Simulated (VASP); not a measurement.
Energy against volume of Ni₃Fe (L1_2). These are TPSS meta-GGA, VASP's PBE PAW potentials (set 64) (plane waves; VASP) values and carry that method's errors.

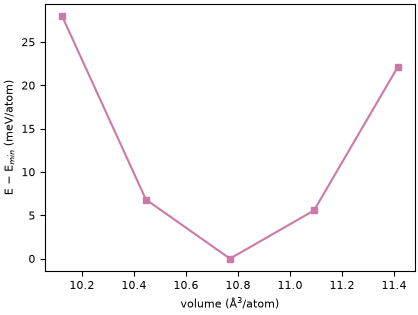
Fig. 1. Energy against volume

### Question
Estimate the equilibrium volume and the bulk modulus.

### Answer
The minimum lies near 10.8 Å³/atom, and the curvature gives B0 of about 210 GPa.

The compound is Ni3Fe in the L1_2 structure. It was relaxed first.
